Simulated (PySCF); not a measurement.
# C4H10Si: electronic excitations at several levels of theory

How much do the electronic excitations of C4H10Si (`CC1C[SiH2]C1`) depend on the level of theory, and what does each level cost?

Computed with PySCF 2.14.0, with density-fitted response routines of our own, on a single molecule in the gas phase. Atoms count from 0, in the outputs and in this text.

## 1. The molecule as given

15 atoms, charge 0, multiplicity 1; geometry from: GFN2-xTB. The atoms were then displaced at random by about 0.01 Å, so the start is not that level's minimum.

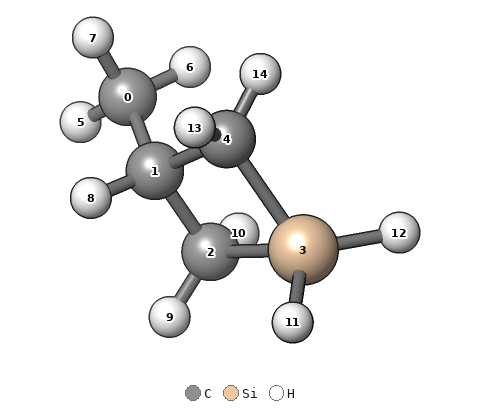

As it starts; carbon grey, silicon light orange, hydrogen white, atoms numbered.

## 2. Optimising the geometry at PBE0-D3(BJ)/def2-SVP

What the job is given:

```
{"job": {"xc": "PBE0", "basis": "def2-SVP", "d3": "d3bj", "grid": 1, "shake": 0.01, "kind": "geom"}, "charge": 0, "multiplicity": 1}
C     -1.783100    -0.247230    -0.306860
C     -0.487580    -0.207500     0.434620
C      0.601180    -1.074630    -0.218090
Si     1.923900     0.346200    -0.048620
C      0.231630     1.160660     0.417760
H     -2.229180    -1.220850    -0.318820
H     -1.650560     0.094250    -1.342340
H     -2.504960     0.455040     0.154230
H     -0.655300    -0.519980     1.486220
H      0.807360    -2.009200     0.324100
H      0.365350    -1.327350    -1.230710
H      2.861870     0.203300     1.052720
H      2.523550     0.811700    -1.277290
H      0.154840     1.706150     1.379600
H     -0.174350     1.812050    -0.341120
```

Run with:

```
> OMP_NUM_THREADS=1 python probes_run.py task.json out
```

The driver reads the jobs from task.json and runs them one after another.

Log:

```text
step   0  E = -447.39864572  max force = 0.050614
step   1  E = -447.40683534  max force = 0.005824
step   2  E = -447.40711365  max force = 0.001178
step   3  E = -447.40722773  max force = 0.001755
step   4  E = -447.40741036  max force = 0.004416
step   5  E = -447.40773587  max force = 0.007092
step   6  E = -447.40801305  max force = 0.006551
step   7  E = -447.40829767  max force = 0.002594
step   8  E = -447.40840419  max force = 0.000833
step   9  E = -447.40841590  max force = 0.000575
step  10  E = -447.40841994  max force = 0.000191
optimisation converged
```

Wall time 65 s (1 thread of Arm Neoverse V1, shared host); peak memory 0.5 GiB.

The steps of the relaxation:

```tsv
step	energy from step 0 (eV)	largest force component (eV/Å)
0	0.0000	2.6027
1	-0.2229	0.2995
2	-0.2304	0.0606
3	-0.2335	0.0902
4	-0.2385	0.2271
5	-0.2474	0.3647
6	-0.2549	0.3369
7	-0.2626	0.1334
8	-0.2655	0.0428
9	-0.2659	0.0296
10	-0.2660	0.0098
```

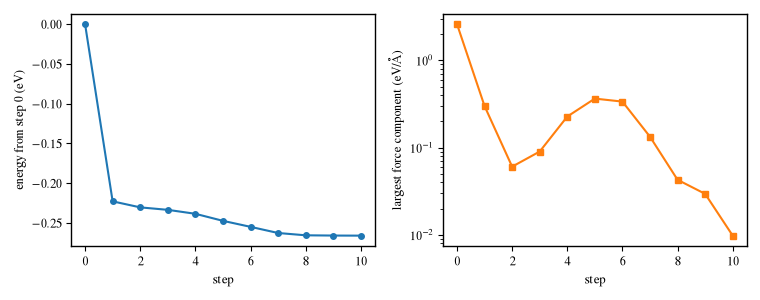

Energy and largest force along the relaxation.

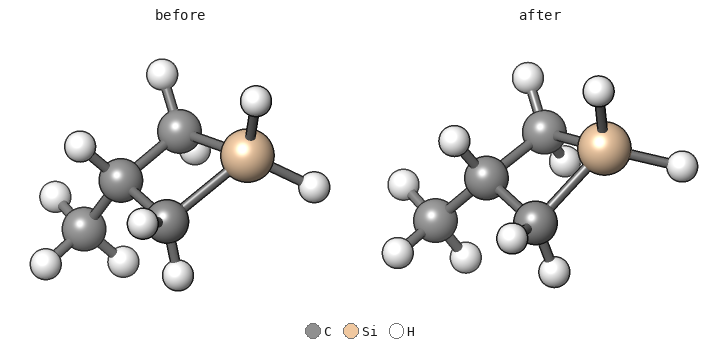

The geometry before (left) and after (right).

Distances of close pairs at the start and the end, largest changes first:

```tsv
bond	before (Å)	after (Å)	change (Å)
C2–Si3	1.949	1.894	-0.055
Si3–H12	1.444	1.497	+0.052
Si3–H11	1.454	1.496	+0.043
Si3–C4	1.935	1.894	-0.041
C2–H10	1.070	1.104	+0.034
C0–H5	1.071	1.102	+0.031
C4–H14	1.079	1.104	+0.024
C0–C1	1.493	1.518	+0.024
```

The end geometry stands in the next job.

```tsv
at the end point	value
point group (found at 0.08 Å tolerance)	Cs
rotational constants (GHz, main isotopes)	8.291, 2.803, 2.325
dipole moment (D)	0.56
```

## 3. TDDFT and polarisability: PBE0/def2-SVP

What the job is given:

```
{"job": {"kind": "uv", "xc": "PBE0", "basis": "def2-SVP"}, "charge": 0, "multiplicity": 1}
C     -1.822190    -0.517752     0.051618
C     -0.393345    -0.379958     0.544191
C      0.679065    -1.206898    -0.221872
Si     1.901068     0.176250     0.202292
C      0.233494     1.041165     0.443415
H     -2.171544    -1.560237     0.122559
H     -1.899502    -0.208739    -1.003980
H     -2.511028     0.111929     0.637197
H     -0.355035    -0.685652     1.605635
H      0.821657    -2.247342     0.102345
H      0.462235    -1.205863    -1.304305
H      2.648657    -0.051588     1.478170
H      2.862432     0.671043    -0.832572
H      0.036691     1.724603     1.281392
H     -0.083509     1.535128    -0.491425
```

With the program's defaults for keys left out, this is: TDDFT PBE0/def2-SVP, vertical, gas phase, core orbitals frozen in the response.

Log:

```text
coarse grid: 12168 points
cycle   1  E = -447.2915612120  dE =  2.624e-01  |g| = 3.974e-01  |ddm| = 3.659e+00
cycle   2  E = -447.2661460693  dE =  2.542e-02  |g| = 4.992e-01  |ddm| = 1.036e+00
cycle   3  E = -447.3364758103  dE = -7.033e-02  |g| = 3.895e-02  |ddm| = 6.307e-01
cycle   4  E = -447.3367943775  dE = -3.186e-04  |g| = 1.998e-02  |ddm| = 6.397e-02
cycle   5  E = -447.3368903582  dE = -9.598e-05  |g| = 2.646e-03  |ddm| = 1.964e-02
cycle   6  E = -447.3368923087  dE = -1.950e-06  |g| = 5.082e-04  |ddm| = 4.648e-03
final grid: 110480 points
cycle   7  E = -447.3973614475  dE = -1.929e-05  |g| = 7.075e-03  |ddm| = 2.731e-02
cycle   8  E = -447.3973519341  dE =  9.513e-06  |g| = 9.181e-03  |ddm| = 1.797e-02
cycle   9  E = -447.3973752635  dE = -2.333e-05  |g| = 4.876e-04  |ddm| = 1.071e-02
cycle  10  E = -447.3973753222  dE = -5.878e-08  |g| = 1.319e-04  |ddm| = 6.492e-04
cycle  11  E = -447.3973753265  dE = -4.215e-09  |g| = 1.834e-05  |ddm| = 1.493e-04
cycle  12  E = -447.3973753266  dE = -1.024e-10  |g| = 4.034e-06  |ddm| = 3.907e-05
converged SCF energy = -447.3973753266

Static polarisability (au): isotropic 67.159, principal 60.136 61.288 80.052

Singlet excitations
state   eV       nm        f      main configurations
  1   7.3736    168.1   0.01772   H->L 0.98
  2   7.9996    155.0   0.02541   H->L+1 0.65, H-1->L 0.33
  3   8.1319    152.5   0.14080   H-1->L 0.61, H->L+1 0.33
  4   8.2731    149.9   0.03527   H-1->L+1 0.94
  5   8.3918    147.7   0.00387   H-2->L 0.72, H-1->L+2 0.16
  6   8.4346    147.0   0.02662   H->L+2 0.94
  7   8.6779    142.9   0.00031   H-1->L+2 0.81, H-2->L 0.17
  8   8.8880    139.5   0.06802   H-3->L 0.95
  9   9.0441    137.1   0.07985   H->L+3 0.87, H-2->L+1 0.08
 10   9.1379    135.7   0.00112   H-4->L 0.91

Triplet excitations (Tamm-Dancoff, eV): 6.8469 6.8827 7.6945 7.8704
```

Wall time 15 s (1 thread of Arm Neoverse V1, shared host); peak memory 0.67 GiB.

The orbitals next to the gap, with their largest atomic shares:

```tsv
orbital	eV	atoms
HOMO−3	-9.09	C1 25 %, C4 20 %, C2 20 %
HOMO−2	-8.89	Si3 14 %, H11 13 %, C1 12 %
HOMO−1	-8.14	Si3 32 %, C4 28 %, C2 28 %
HOMO	-7.82	Si3 20 %, C2 19 %, C4 19 %
LUMO	1.00	Si3 69 %, C4 9 %, C2 9 %
LUMO+1	1.53	Si3 25 %, H8 11 %, H13 8 %
LUMO+2	1.97	Si3 35 %, H12 14 %, H14 9 %
```

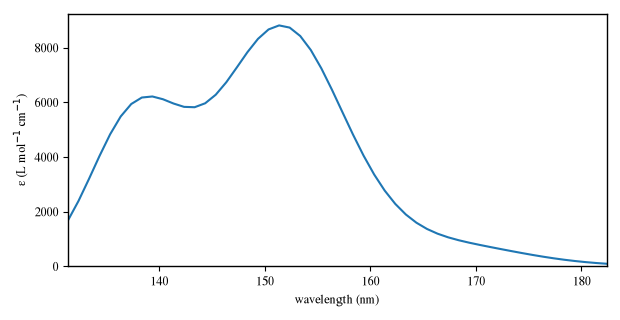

Absorption spectrum: each of the 10 states is a Gaussian band of 0.4 eV half-width at 1/e. Beyond the last state computed it falls off for lack of states.

Ground-state properties from the same run:

```tsv
property	computed
dipole moment (D)	0.56
polarisability (Å³)	9.95
HOMO–LUMO gap (eV)	8.82
−ε(HOMO) (eV)	7.82
```

## 4. Ultraviolet spectrum: PBE0/def2-TZVP

Settings changed since step 3:

```diff
@@ -1,2 +1,2 @@
-{"job": {"kind": "uv", "xc": "PBE0", "basis": "def2-SVP"}, "charge": 0, "multiplicity": 1}
+{"job": {"kind": "uv", "xc": "PBE0", "basis": "def2-TZVP"}, "charge": 0, "multiplicity": 1}
 C     -1.822190    -0.517752     0.051618
```

Method: TDDFT PBE0/def2-TZVP, vertical, gas phase, core orbitals frozen in the response.

Log:

```text
coarse grid: 12168 points
cycle   1  E = -447.6208506073  dE =  2.845e-01  |g| = 4.516e-01  |ddm| = 2.656e+00
cycle   2  E = -447.5823468571  dE =  3.850e-02  |g| = 5.841e-01  |ddm| = 8.658e-01
cycle   3  E = -447.6739953487  dE = -9.165e-02  |g| = 5.254e-02  |ddm| = 5.584e-01
cycle   4  E = -447.6745536037  dE = -5.583e-04  |g| = 2.560e-02  |ddm| = 5.525e-02
cycle   5  E = -447.6747014696  dE = -1.479e-04  |g| = 3.921e-03  |ddm| = 1.720e-02
cycle   6  E = -447.6747051048  dE = -3.635e-06  |g| = 7.987e-04  |ddm| = 4.057e-03
final grid: 110480 points
cycle   7  E = -447.6649771518  dE = -5.370e-05  |g| = 7.622e-03  |ddm| = 6.878e-02
cycle   8  E = -447.6649660247  dE =  1.113e-05  |g| = 9.907e-03  |ddm| = 1.407e-02
cycle   9  E = -447.6649917530  dE = -2.573e-05  |g| = 6.632e-04  |ddm| = 8.167e-03
cycle  10  E = -447.6649918521  dE = -9.906e-08  |g| = 2.506e-04  |ddm| = 7.291e-04
cycle  11  E = -447.6649918663  dE = -1.423e-08  |g| = 3.885e-05  |ddm| = 1.846e-04
cycle  12  E = -447.6649918667  dE = -3.918e-10  |g| = 4.502e-06  |ddm| = 4.549e-05
converged SCF energy = -447.6649918667

Static polarisability (au): isotropic 73.769, principal 64.759 68.437 88.110

Singlet excitations
state   eV       nm        f      main configurations
  1   6.9214    179.1   0.01461   H->L 0.98
  2   7.4793    165.8   0.03354   H-1->L 0.57, H->L+1 0.40
  3   7.6075    163.0   0.11521   H->L+1 0.58, H-1->L 0.37
  4   7.8131    158.7   0.03770   H-1->L+1 0.96
  5   8.0032    154.9   0.00105   H-2->L 0.86, H-4->L 0.08
  6   8.1378    152.4   0.01210   H->L+2 0.92
  7   8.3927    147.7   0.00001   H-1->L+2 0.89
  8   8.4196    147.3   0.00465   H-3->L 0.85, H->L+3 0.11
  9   8.5111    145.7   0.19555   H->L+3 0.77
 10   8.6989    142.5   0.00465   H-2->L+1 0.68, H->L+5 0.20

Triplet excitations (Tamm-Dancoff, eV): 6.4938 6.5367 7.2761 7.5640
```

Run time: 37 s. Hardware: 1 thread of Arm Neoverse V1, shared host; peak memory 0.87 GiB.

Key values: HOMO -7.79 eV, LUMO 0.50 eV; lowest singlet 6.92 eV.

## 5. Ultraviolet spectrum: PBE0/aug-cc-pVDZ

Settings changed since step 4:

```diff
@@ -1,2 +1,2 @@
-{"job": {"kind": "uv", "xc": "PBE0", "basis": "def2-TZVP"}, "charge": 0, "multiplicity": 1}
+{"job": {"kind": "uv", "xc": "PBE0", "basis": "aug-cc-pVDZ"}, "charge": 0, "multiplicity": 1}
 C     -1.822190    -0.517752     0.051618
```

Level: TDDFT PBE0/aug-cc-pVDZ, vertical, gas phase, core orbitals frozen in the response.

Log:

```text
coarse grid: 12168 points
cycle   1  E = -447.5497500372  dE =  3.279e-01  |g| = 4.255e-01  |ddm| = 9.406e+00
cycle   2  E = -447.5139256469  dE =  3.582e-02  |g| = 5.519e-01  |ddm| = 2.220e+00
cycle   3  E = -447.5999097396  dE = -8.598e-02  |g| = 4.834e-02  |ddm| = 1.276e+00
cycle   4  E = -447.6004559850  dE = -5.462e-04  |g| = 2.082e-02  |ddm| = 1.674e-01
cycle   5  E = -447.6005587279  dE = -1.027e-04  |g| = 3.088e-03  |ddm| = 5.019e-02
cycle   6  E = -447.6005615003  dE = -2.772e-06  |g| = 6.883e-04  |ddm| = 1.174e-02
final grid: 110480 points
cycle   7  E = -447.6125161008  dE = -2.481e-05  |g| = 7.704e-03  |ddm| = 2.323e-01
cycle   8  E = -447.6125031915  dE =  1.291e-05  |g| = 1.028e-02  |ddm| = 4.620e-02
cycle   9  E = -447.6125324063  dE = -2.921e-05  |g| = 6.034e-04  |ddm| = 2.355e-02
cycle  10  E = -447.6125324982  dE = -9.194e-08  |g| = 1.668e-04  |ddm| = 1.678e-03
cycle  11  E = -447.6125325048  dE = -6.594e-09  |g| = 2.888e-05  |ddm| = 5.056e-04
cycle  12  E = -447.6125325051  dE = -2.649e-10  |g| = 5.869e-06  |ddm| = 1.331e-04
converged SCF energy = -447.6125325051

Static polarisability (au): isotropic 76.975, principal 67.333 71.933 91.659

Singlet excitations
state   eV       nm        f      main configurations
  1   6.7395    184.0   0.01670   H->L+1 0.93
  2   6.8055    182.2   0.00822   H->L 0.96
  3   7.1013    174.6   0.00869   H-1->L 0.93
  4   7.1812    172.7   0.00723   H-1->L+1 0.66, H->L+2 0.30
  5   7.2458    171.1   0.01496   H->L+3 0.90
  6   7.3066    169.7   0.21345   H->L+2 0.64, H-1->L+1 0.26
  7   7.5475    164.3   0.00086   H-1->L+3 0.76, H-1->L+2 0.18
  8   7.5880    163.4   0.01420   H-1->L+2 0.78, H-1->L+3 0.18
  9   7.6425    162.2   0.00307   H->L+4 0.89
 10   7.7532    159.9   0.00060   H->L+5 0.87

Triplet excitations (Tamm-Dancoff, eV): 6.4068 6.4818 6.7030 7.0017
```

It took 34 s on 1 thread of Arm Neoverse V1, shared host; peak memory 0.84 GiB.

In short: HOMO -7.79 eV, LUMO -0.02 eV; lowest singlet 6.74 eV.

## 6. Excited states and response: PBE0/def2-TZVPD

Settings changed since step 5:

```diff
@@ -1,2 +1,2 @@
-{"job": {"kind": "uv", "xc": "PBE0", "basis": "aug-cc-pVDZ"}, "charge": 0, "multiplicity": 1}
+{"job": {"kind": "uv", "xc": "PBE0", "basis": "def2-TZVPD"}, "charge": 0, "multiplicity": 1}
 C     -1.822190    -0.517752     0.051618
```

Method: TDDFT PBE0/def2-TZVPD, vertical, gas phase, core orbitals frozen in the response.

Log:

```text
coarse grid: 12168 points
cycle   1  E = -447.6214132617  dE =  2.849e-01  |g| = 4.516e-01  |ddm| = 4.040e+00
cycle   2  E = -447.5823784035  dE =  3.903e-02  |g| = 5.855e-01  |ddm| = 1.789e+00
cycle   3  E = -447.6745215757  dE = -9.214e-02  |g| = 5.319e-02  |ddm| = 8.451e-01
cycle   4  E = -447.6750957752  dE = -5.742e-04  |g| = 2.576e-02  |ddm| = 8.830e-02
cycle   5  E = -447.6752453677  dE = -1.496e-04  |g| = 3.964e-03  |ddm| = 2.916e-02
cycle   6  E = -447.6752490722  dE = -3.705e-06  |g| = 8.045e-04  |ddm| = 9.235e-03
final grid: 110480 points
cycle   7  E = -447.6655331980  dE = -5.870e-05  |g| = 7.642e-03  |ddm| = 3.421e-01
cycle   8  E = -447.6655219535  dE =  1.124e-05  |g| = 9.949e-03  |ddm| = 2.429e-02
cycle   9  E = -447.6655479015  dE = -2.595e-05  |g| = 6.700e-04  |ddm| = 1.426e-02
cycle  10  E = -447.6655480023  dE = -1.008e-07  |g| = 2.572e-04  |ddm| = 1.200e-03
cycle  11  E = -447.6655480173  dE = -1.498e-08  |g| = 4.109e-05  |ddm| = 4.443e-04
cycle  12  E = -447.6655480177  dE = -4.412e-10  |g| = 4.645e-06  |ddm| = 1.655e-04
converged SCF energy = -447.6655480177

Static polarisability (au): isotropic 76.517, principal 66.910 71.546 91.096

Singlet excitations
state   eV       nm        f      main configurations
  1   6.7625    183.3   0.01635   H->L 0.97
  2   7.0649    175.5   0.00594   H->L+1 0.96
  3   7.2806    170.3   0.06388   H-1->L 0.88
  4   7.3448    168.8   0.01309   H-1->L+1 0.94
  5   7.5489    164.2   0.20707   H->L+2 0.89
  6   7.6561    161.9   0.01588   H->L+3 0.88
  7   7.8137    158.7   0.00918   H-1->L+2 0.51, H-2->L 0.34
  8   7.8480    158.0   0.01623   H-1->L+2 0.46, H-2->L 0.41
  9   7.8932    157.1   0.00143   H->L+4 0.84
 10   7.9821    155.3   0.00062   H-1->L+3 0.69, H-2->L 0.15, H-1->L+4 0.12

Triplet excitations (Tamm-Dancoff, eV): 6.3811 6.4583 6.8980 7.2016
```

It took 53 s on 1 thread of Arm Neoverse V1, shared host; peak memory 0.98 GiB.

This run: HOMO -7.80 eV, LUMO 0.24 eV; lowest singlet 6.76 eV.

## 7. Excited states and response: PBE0/6-31+G*

Settings changed since step 6:

```diff
@@ -1,2 +1,2 @@
-{"job": {"kind": "uv", "xc": "PBE0", "basis": "def2-TZVPD"}, "charge": 0, "multiplicity": 1}
+{"job": {"kind": "uv", "xc": "PBE0", "basis": "6-31+G*"}, "charge": 0, "multiplicity": 1}
 C     -1.822190    -0.517752     0.051618
```

With the program's defaults for keys left out, this is: TDDFT PBE0/6-31+G*, vertical, gas phase, core orbitals frozen in the response.

Log:

```text
coarse grid: 12168 points
cycle   1  E = -447.5820434984  dE =  3.072e-01  |g| = 4.307e-01  |ddm| = 3.442e+00
cycle   2  E = -447.5481072672  dE =  3.394e-02  |g| = 5.491e-01  |ddm| = 1.762e+00
cycle   3  E = -447.6335326421  dE = -8.543e-02  |g| = 4.309e-02  |ddm| = 1.195e+00
cycle   4  E = -447.6339468717  dE = -4.142e-04  |g| = 1.992e-02  |ddm| = 1.174e-01
cycle   5  E = -447.6340416008  dE = -9.473e-05  |g| = 2.655e-03  |ddm| = 2.726e-02
cycle   6  E = -447.6340436585  dE = -2.058e-06  |g| = 5.187e-04  |ddm| = 7.174e-03
final grid: 110480 points
cycle   7  E = -447.5834160646  dE = -2.051e-05  |g| = 7.658e-03  |ddm| = 9.103e-02
cycle   8  E = -447.5834047241  dE =  1.134e-05  |g| = 1.001e-02  |ddm| = 2.719e-02
cycle   9  E = -447.5834324624  dE = -2.774e-05  |g| = 5.295e-04  |ddm| = 1.917e-02
cycle  10  E = -447.5834325297  dE = -6.730e-08  |g| = 1.568e-04  |ddm| = 1.157e-03
cycle  11  E = -447.5834325357  dE = -5.967e-09  |g| = 2.342e-05  |ddm| = 2.785e-04
cycle  12  E = -447.5834325358  dE = -1.641e-10  |g| = 3.880e-06  |ddm| = 9.661e-05
converged SCF energy = -447.5834325358

Static polarisability (au): isotropic 70.833, principal 62.498 65.378 84.622

Singlet excitations
state   eV       nm        f      main configurations
  1   6.7839    182.8   0.01684   H->L 0.97
  2   7.0099    176.9   0.00671   H->L+1 0.98
  3   7.2729    170.5   0.05973   H-1->L 0.88, H->L+2 0.09
  4   7.2805    170.3   0.01606   H-1->L+1 0.97
  5   7.4991    165.3   0.10770   H->L+2 0.61, H->L+3 0.32
  6   7.5810    163.5   0.14502   H->L+3 0.66, H->L+2 0.28
  7   7.7699    159.6   0.00830   H-1->L+2 0.66, H-1->L+3 0.22, H-2->L 0.09
  8   7.8539    157.9   0.01989   H-1->L+3 0.56, H-1->L+2 0.31, H-2->L 0.09
  9   7.9509    155.9   0.00001   H-2->L 0.73, H-1->L+3 0.19
 10   7.9731    155.5   0.00692   H->L+4 0.92

Triplet excitations (Tamm-Dancoff, eV): 6.4594 6.4938 6.8639 7.1610
```

It took 14 s on 1 thread of Arm Neoverse V1, shared host; peak memory 0.67 GiB.

In short: HOMO -7.79 eV, LUMO 0.20 eV; lowest singlet 6.78 eV.

## 8. Comparing the runs: electronic excitations

Excitations and ground-state properties, with basis size and wall time:

```tsv
run	lowest singlet (eV)	brightest (eV)	f	gap (eV)	α (Å³)	μ (D)	functions	time
PBE0/def2-SVP	7.37	8.13	0.141	8.82	9.95	0.56	124	15 s
PBE0/def2-TZVP	6.92	8.51	0.196	8.29	10.93	0.59	221	37 s
PBE0/aug-cc-pVDZ	6.74	7.31	0.213	7.77	11.41	0.58	209	34 s
PBE0/def2-TZVPD	6.76	7.55	0.207	8.04	11.34	0.58	281	53 s
PBE0/6-31+G*	6.78	7.58	0.145	7.99	10.50	0.60	114	14 s
```

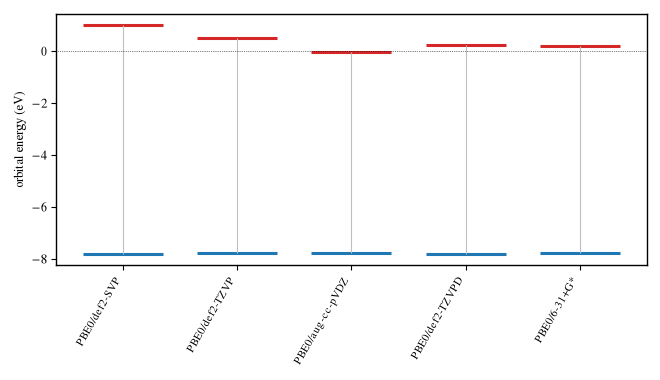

HOMO (blue) and LUMO (red) run by run.

## 9. Results

| quantity | value |
| --- | --- |
| point group | Cs |
| rotational constants (main isotopes) | 8.29, 2.80, 2.33 GHz |
| lowest singlet (PBE0/def2-SVP) | 7.37 eV (168 nm), f = 0.018 |
| brightest single state of those computed | state 3, 8.13 eV, f = 0.141 |
| lowest triplet | 6.85 eV |
| range of the lowest singlet | 6.74 to 7.37 eV |

In words: Single values in the summary come from the first sound run of each kind (PBE0/def2-SVP), which need not be the best level. The start of the PBE0/def2-SVP relaxation was shaken at random by about 0.01 Å, so part of the energy gained, and of the first lengths quoted, undoes that. Relaxing lowered the energy by 0.266 eV in 10 steps; the close pair that moved most is C2–Si3, from 1.949 to 1.894 Å. The lowest singlet, at 7.37 eV, is HOMO→LUMO 0.98 and is weak; of the 10 states computed, the strongest absorption comes from state 3 at 8.13 eV. The lowest triplet lies 0.53 eV below the lowest singlet (triplets in Tamm-Dancoff, singlets in full TDDFT). At PBE0/def2-SVP, states above −ε(HOMO) (7.82 eV) lie where TDDFT describes them poorly and they hang on the basis; the brightest is among them. The basis of PBE0/def2-SVP has no diffuse functions, so Rydberg states are missing and the high states are unreliable. The lowest singlet runs from 6.74 eV (PBE0/aug-cc-pVDZ) to 7.37 eV (PBE0/def2-SVP), while the orbital gap spans 7.77 to 8.82 eV. The lowest state need not be the same one in every run.
